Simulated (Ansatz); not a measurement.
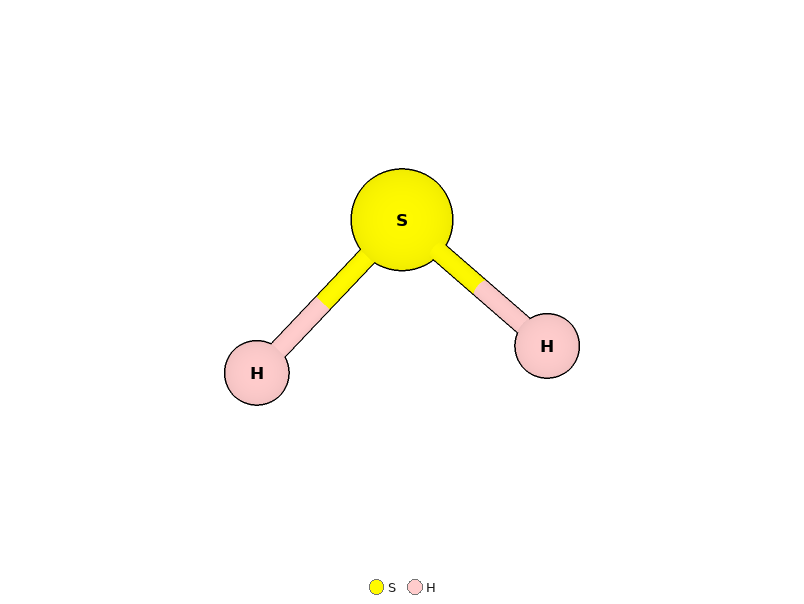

The picture shows a molecular structure as a ball-and-stick model. Every bond is drawn as one stick, whatever its order.

Give the formula.

H₂S, 3 atoms: 2 hydrogen and 1 sulfur.

How many bonds of each kind are drawn?

2 S–H. Sticks follow a distance rule.

Which point group does it belong to?

C2v.

More results for the same structure follow; atom numbers are the same in all pictures, views and colours differ. The geometry was computed by an optimisation with PBE0-D4/def2-TZVP.

Shape

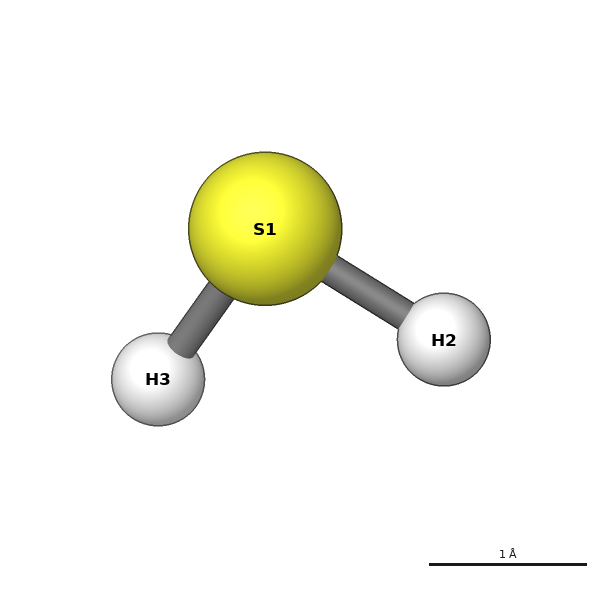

What is the geometry at S1?

S1 has 2 neighbours (H2 at 1.34, H3 at 1.34 Å); the arrangement is bent.

Vibrations

Harmonic vibrations computed with RKS PBE0-D4/def2-TZVP (Ansatz 0.2.0) at a stationary point of the same level.

How many vibrational modes are there, and where do they lie?

3 modes: 1209, 2725, 2740 cm⁻¹.

Electronic properties

Level of theory: RKS PBE0-D4/def2-TZVPP (Ansatz 0.2.0).

What is the HOMO energy (Kohn–Sham orbital)?

−7.49 eV.

Give the LUMO energy (Kohn–Sham orbital) at this level.

0.60 eV.

Charges

The questions are on Mulliken charges. Level of theory: RKS PBE0-D4/def2-TZVP (Ansatz 0.2.0).

Give the Mulliken charges atom by atom.

```json
{"atom": "S1", "value (e)": "−0.35"}
{"atom": "H2", "value (e)": "0.17"}
{"atom": "H3", "value (e)": "0.17"}
```

Mulliken values depend strongly on the basis set and can even reverse the polarity of a bond.
